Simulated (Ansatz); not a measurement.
# Computed energy over volume and axial ratio: ZnCu (CsCl type)

ZnCu (CsCl type), conventional cell a = b = c = 2.9638 Å, α = β = γ = 90.00°. The calculation uses the primitive cell of 2 atoms, to which meshes and values per cell refer.

Grid over V/V₀ and (c/a)/(c/a)₀, subscript 0 meaning the relaxed cell; the conventional c axis lies along z; no internal relaxation.

Computed with PBE (plane waves to 420 eV, PAW, scalar-relativistic; Ansatz, a program for electronic structure). k mesh 16×16×16 (Γ-centred), Fermi-Dirac smearing 0.05 eV. E stands for the smeared free energy. With partly filled bands, the response to shear is sensitive to the k mesh, so small differences along c/a are uncertain. ZnCu is run without spin polarisation. ZnCu was relaxed with its symmetry unable to fall. The zero of ΔE is the relaxed starting cell.

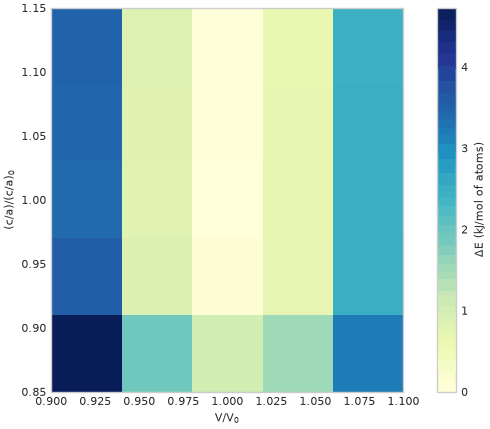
Figure. ΔE (kJ/mol of atoms) over the 5×5 grid of computed points.

Lowest place on the grid: V/V₀ = 1.000, (c/a)/(c/a)₀ = 1.000 (0 meV/atom). Highest place on the grid: V/V₀ = 0.920, (c/a)/(c/a)₀ = 0.880 (49 meV/atom).

(A scan under strain: stresses follow from slopes of the energy per volume, elastic moduli from its curvatures.)
